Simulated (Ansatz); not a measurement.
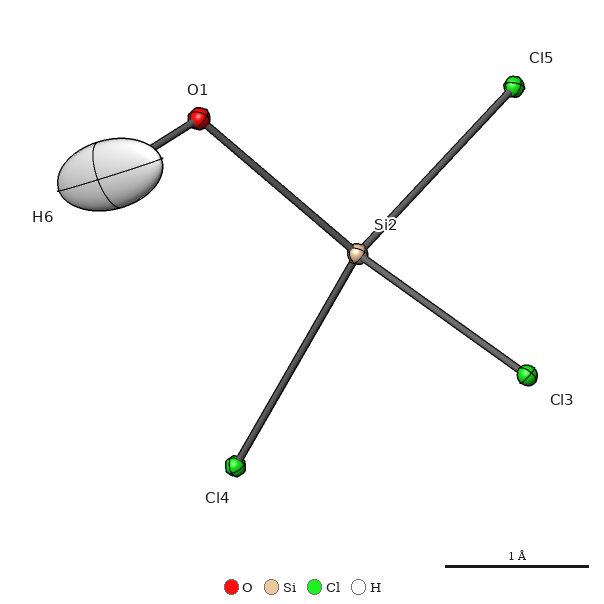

Displacement ellipsoids at the 50 % level, from the internal vibrations of the free molecule (harmonic, no overall translation or rotation; no half-axis is drawn under 0.075 Å). Vibrations computed with RKS PBE0-D4/def2-TZVP (Ansatz 0.2.0). Temperature: 100 K.

List U_eq and the three principal root-mean-square amplitudes for each kind of atom.

```json
{"atom": "O1", "U_eq (Å²)": "0.0026", "rms amplitudes (Å)": "0.041, 0.053, 0.057"}
{"atom": "Si2", "U_eq (Å²)": "0.0011", "rms amplitudes (Å)": "0.032, 0.032, 0.034"}
{"atom": "Cl3, Cl4", "U_eq (Å²)": "0.0011", "rms amplitudes (Å)": "0.026, 0.036, 0.039"}
{"atom": "Cl5", "U_eq (Å²)": "0.0011", "rms amplitudes (Å)": "0.025, 0.035, 0.040"}
{"atom": "H6", "U_eq (Å²)": "0.0562", "rms amplitudes (Å)": "0.079, 0.158, 0.371"}
```
